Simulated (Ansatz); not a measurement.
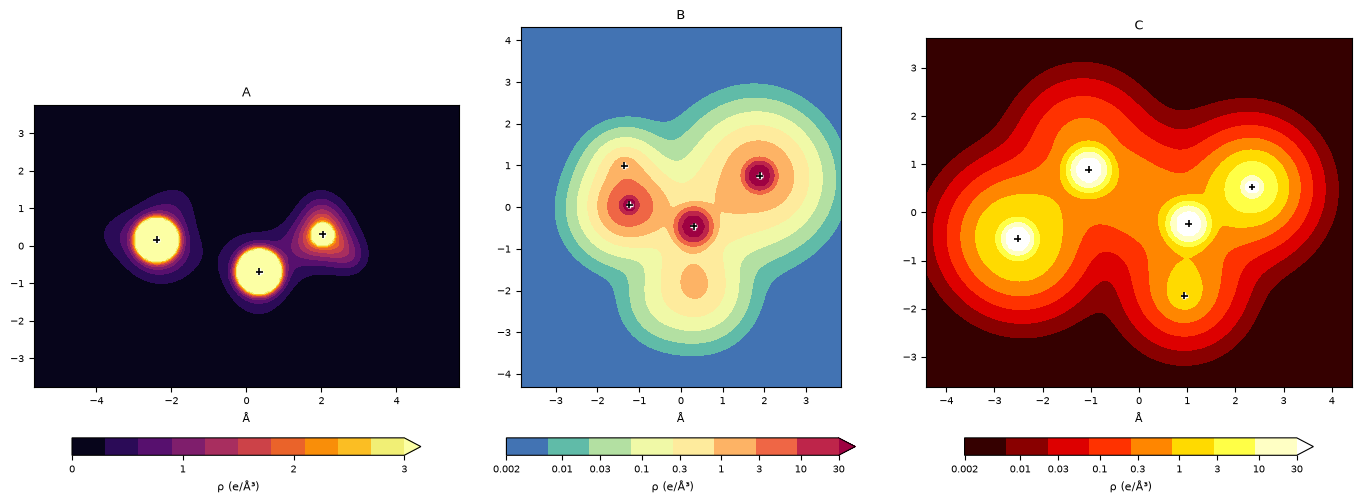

The total electron density of 3 systems, each on a plane through atoms (crosses mark nuclei in the plane).

Computed with RKS PBE0-D4/def2-TZVPP in Ansatz 0.2.0.

System 1: H₄O₂SSi, the plane of atoms S3, Si1 and O5. A transition-state structure; geometry: PBE0-D4/def2-TZVP.

```xyz
8

Si   -0.2200   -0.0756    0.1237
H     0.9942   -0.8496   -0.7662
S    -1.6572   -1.1949   -0.6957
H     0.1186   -1.2686   -1.0191
O     0.0347    1.4847   -0.2565
O     0.3039   -0.2970    1.6367
H    -0.4312    1.8065   -1.0320
H     0.8571    0.3945    2.0092
```

System 2: ClH₃OSi₂, the plane of atoms O1, Si2 and Si3. Geometry: PBE0-D4/def2-TZVP.

```
atom    x (Å)    y (Å)    z (Å)
   O  -1.8323   1.1281  -1.4237
  Si  -0.5455   1.1098  -0.6135
  Si   0.2578  -0.8701   0.3750
  Cl   2.0068  -0.4085   1.3549
   H   0.3013   2.3183  -0.3801
   H   0.5374  -1.8868  -0.6664
   H  -0.7255  -1.3908   1.3539
```

System 3: CH₉AsGe, the plane of atoms C5, Ge1 and As7. A transition-state structure; geometry: PBE0-D4/def2-TZVP.

```xyz
12

Ge   -0.5621   -0.0668    0.6435
H     1.2405    0.0580    0.1798
H    -1.8210   -0.8243    0.1744
H    -0.3614   -0.3120    2.1505
C    -0.8546    1.8284    0.2240
H     1.9500   -0.5878   -0.0767
As    1.0910   -2.0721   -0.5406
H    -0.8573    1.9733   -0.8571
H    -1.8217    2.1452    0.6204
H    -0.0649    2.4406    0.6594
H     0.8279   -1.2176   -1.7693
H     1.2334   -3.3646   -1.4082
```

Q: Match each panel to its system.

A: Panel A is system 3, CH₉AsGe: the plane holds Ge, C and As. C–Ge (1.96 Å): ρ is about 0.86 e/Å³ halfway. Panel B is system 1, H₄O₂SSi: the plane holds Si, S, O and H. Si–O (1.63 Å): ρ is about 1.3 e/Å³ halfway. Panel C is system 2, ClH₃OSi₂: the plane holds O, Si, Cl and H. Si–O (1.52 Å): ρ is about 1.5 e/Å³ halfway.
